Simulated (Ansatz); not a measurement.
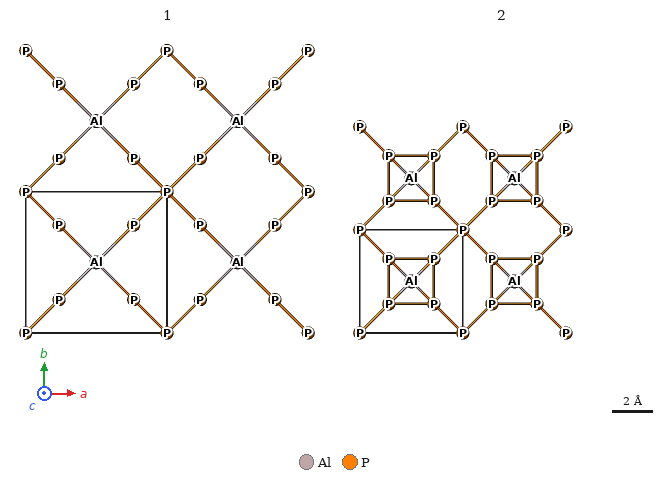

Two geometries of solid AlP5 (a generated structure, set up in P4/mmm) (coarse preliminary run), drawn at one scale. One is the start of a relaxation, the other its converged end. The picture is a ball-and-stick view of the cell of the calculation, repeated 2 × 2 × 1 with one cell outlined, seen along the c axis.

The calculation used Ansatz 0.2.0, DFT PBE, scalar-relativistic, plane waves, PAW. (plane-wave cutoff 420 eV; k-point mesh 4 × 4 × 4; occupations gaussian; smearing width 0.1 eV; no spin polarisation; cell and atoms relaxed; force threshold 0.04 eV/Å; at most 70 steps)

Q: Which one is relaxed?

A: Structure 1 is the relaxed one. The largest moves relative to the cell, 0.46 Å, are those of P atoms. Al stays in place. The drawn cell changes as follows: a = b 5.195 → 7.116 Å (+37.0 %), c 4.786 → 2.282 Å (−52.3 %); the volume changes by −10.6 %. Some distances before and after: P–P 4.786 → 2.282 Å, Al–Al 4.786 → 2.282 Å, P–P 2.269 → 3.759 Å, Al–P 1.605 → 2.658 Å. The space group stays P4/mmm (No. 123). The energy falls by 4695 meV per atom in 21 accepted moves (25 points after the start). Largest force component: 18 eV/Å at the start, 0.01 eV/Å at the end. Pressure: 82.36 GPa at the start and 0.15 GPa at the end. The line search rejected the trial steps at points 15, 19 of the run. The SCF was repeated twice at an unchanged geometry on a basis and grid sized afresh for the cell, which shifted the energy by 75.2 meV per atom at most. Cost: 4.7 min on 1 thread of Intel(R) Xeon(R) Processor @ 2.50GHz (Skylake/Cascade Lake) (shared host), peak memory 0.39 GiB.
